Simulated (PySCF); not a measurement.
## Frequency calculation of RuSF₂

System: RuSF₂.
Method: UKS-based PBE0, Ru def2-SVP with ECP28, S def2-SVP, F def2-SVP; non-relativistic Hamiltonian with a scalar-relativistic core potential; density fitting (PySCF 2.14.0).

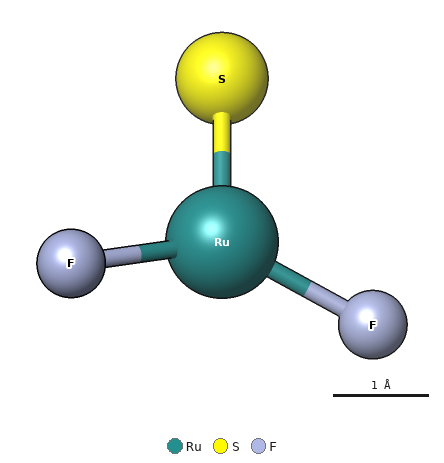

Figure 1. The input geometry (ball-and-stick view, seen at a tilt). Sticks mark near contacts. Bond lengths as drawn: F–Ru 1.82 Å and Ru–S 2.04 Å.

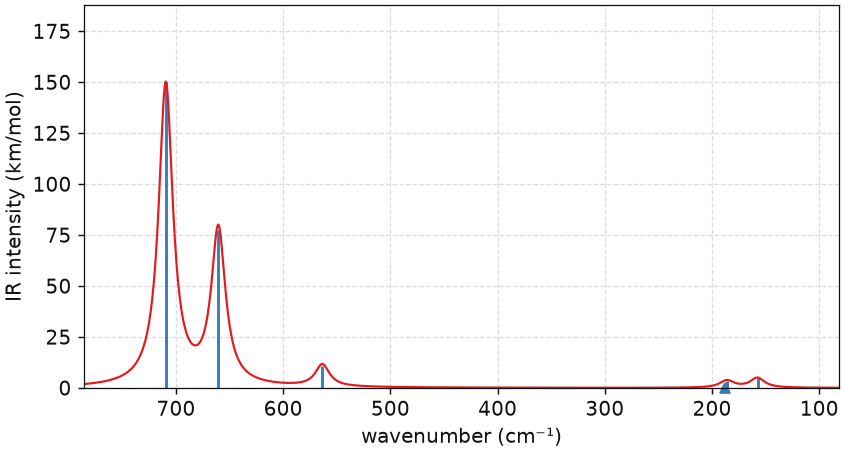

Figure 2. Harmonic infrared spectrum, unscaled: sticks (degenerate modes added up, dark ones marked on the axis) with a Lorentzian envelope of 16 cm⁻¹ full width, scaled to the tallest stick. 6 modes from 158 to 710 cm⁻¹, none imaginary. The strongest line is at 710 cm⁻¹ (150 km/mol). All modes, in cm⁻¹ (km/mol): 158 (4.9), 186 (3.4), 188 (0.2), 563 (11.0), 660 (77), 710 (150).

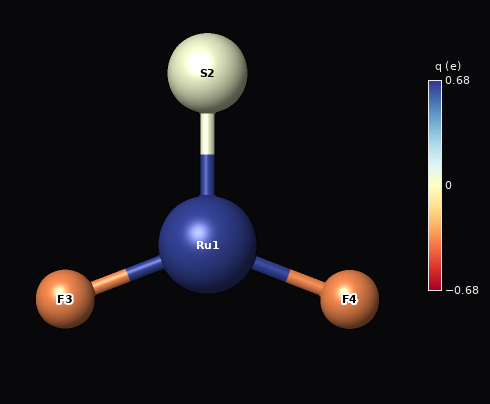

Figure 3. Mulliken charges, as the colour of each atom (ball-and-stick view, seen on its broad side; atoms are numbered from 1 in the order of the input). By element: Ru +0.64, S +0.05 and F −0.35 e.

The input and output of the run follow.

## Input file
```python
from pyscf import gto, scf, dft
mol = gto.M(atom='''
Ru     0.208377     0.000241     0.110687
S     -1.593332    -0.001843    -0.846355
F     -0.014799     0.000932     1.914051
F      1.577660     0.000876    -1.083881''',
    basis={'Ru': 'def2-SVP', 'S': 'def2-SVP', 'F': 'def2-SVP'},
    ecp={'Ru': 'def2-SVP'},
    charge=0, spin=0)
mf = dft.UKS(mol, xc='PBE0')
mf.grids.atom_grid = (75, 302)
aux = {'Ru': 'def2-universal-JKFIT', 'S': 'def2-universal-JKFIT', 'F': 'def2-universal-JKFIT'}
mf = mf.density_fit(auxbasis=aux)
mf.conv_tol = 1e-09
mf.diis_space = 10
mf.max_cycle = 60
mf.verbose = 4
mf.kernel()
```

The script is an equivalent of the set-up of the self-consistent field. The run itself was carried out by a driver, which started from the orbitals of the step before it where there was one and computed the further properties.

Launched with:
```bash
OMP_NUM_THREADS=2 python axn.py task.json out
```

## What the program printed
```
init E= -692.145515594642
  alpha nocc = 25  HOMO = -0.275652340793203  LUMO = -0.158343030009647
  beta  nocc = 25  HOMO = -0.287102556768437  LUMO = -0.158343030009647
  HOMO = -0.275652340793  LUMO = -0.15834303001  gap/eV = 3.19215
cycle= 1 E= -692.14551559464  delta_E= 1.36e-12  |g|= 2.33e-06  |ddm|= 3.19e-06
  alpha nocc = 25  HOMO = -0.27565209382612  LUMO = -0.15834279618747
  beta  nocc = 25  HOMO = -0.287102175309006  LUMO = -0.15834279618747
  HOMO = -0.275652093826  LUMO = -0.158342796187  gap/eV = 3.19215
Extra cycle  E= -692.14551559463  delta_E= 1e-11  |g|= 5.75e-06  |ddm|= 5.73e-06
converged SCF energy = -692.14551559463  <S^2> = 1.0374923  2S+1 = 2.2693544
```

## Summary

| quantity | value |
| --- | --- |
| outcome | converged |
| total energy | −692.145516 hartree |
| ⟨S²⟩ | 1.037 |
| HOMO | −7.50 eV |
| LUMO | −4.31 eV |
| zero-point energy | 0.005616 hartree |
| dipole moment | 0.72 D |
| wavenumbers, lowest and highest | 158 and 710 cm⁻¹ |
| hardware | 2 threads of Intel Xeon @ 2.90GHz (Ice Lake), 64 GiB of memory available, shared host |
| wall time | 62 s (CPU time 2 min) |
| peak memory | 1.1 GiB |

## Notes

Checks after the run noted: spin contamination. ⟨S²⟩ is 1.04 against 0.00 for a pure state: the solution is spin-contaminated.
